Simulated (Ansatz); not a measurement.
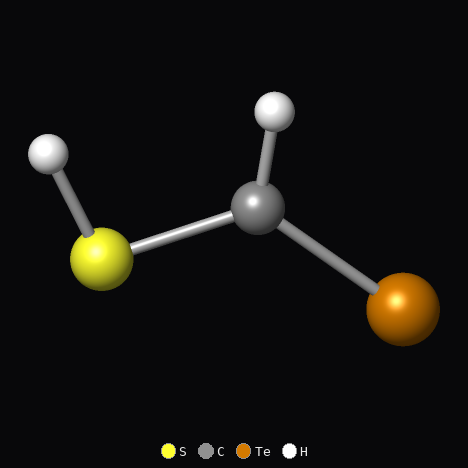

Computed geometry: PBE0-D4/def2-TZVP optimisation. No frequency run is at hand to confirm it as a minimum.

**Give the formula.**

CH₂STe, 5 atoms: 1 carbon, 2 hydrogen, 1 sulfur and 1 tellurium.

**How many atoms are distinct by symmetry?**

5: 1 S, 1 C, 1 Te, 1 H, 1 H.

The parts below concern this one geometry. Atoms keep their numbers from picture to picture.

### Electronic properties

No frequency run is at hand to confirm it as a minimum. Method: RKS PBE0-D4/def2-TZVPP, core potentials on Te (Ansatz 0.2.0).

Computed properties:

- HOMO energy (Kohn–Sham orbital): −5.92 eV
- LUMO energy (Kohn–Sham orbital): −2.71 eV
- HOMO–LUMO gap: 3.21 eV

### Dipole moment

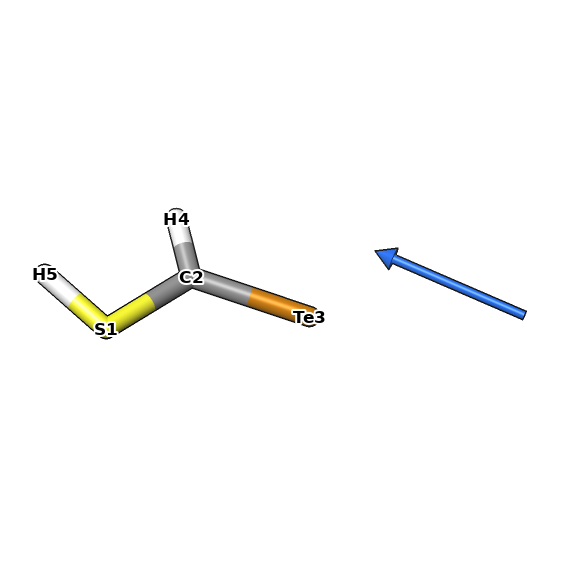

The arrow beside the molecule shows the direction of the dipole moment, from the negative to the positive end (its length means nothing). No frequency run is at hand to confirm it as a minimum. Method: RKS PBE0-D4/def2-TZVP, core potentials on Te (Ansatz 0.2.0).

**Estimate the dipole moment.**

2.78 D; it points from the side of Te3 to the side of H5 (the outermost atoms at the two ends).

### Charges

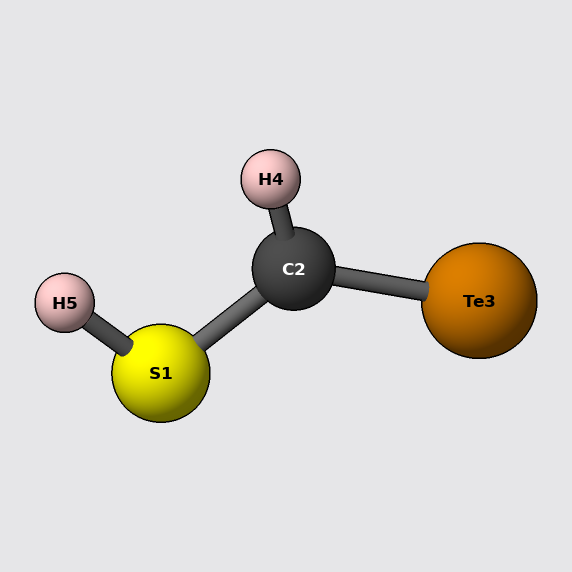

The questions are on Mulliken charges. No frequency run is at hand to confirm it as a minimum. Level of theory: RKS PBE0-D4/def2-TZVP, core potentials on Te (Ansatz 0.2.0).

**Which atom carries the highest charge (most positive or least negative)?**

H4 (0.17 e).

**And the lowest?**

C2 (−0.30 e).

Give the Mulliken charges atom by atom.

```
atom  value (e)
  S1      −0.01
  C2      −0.30
 Te3      −0.01
  H4       0.17
  H5       0.15
```

Mulliken values depend strongly on the basis set and can even reverse the polarity of a bond.
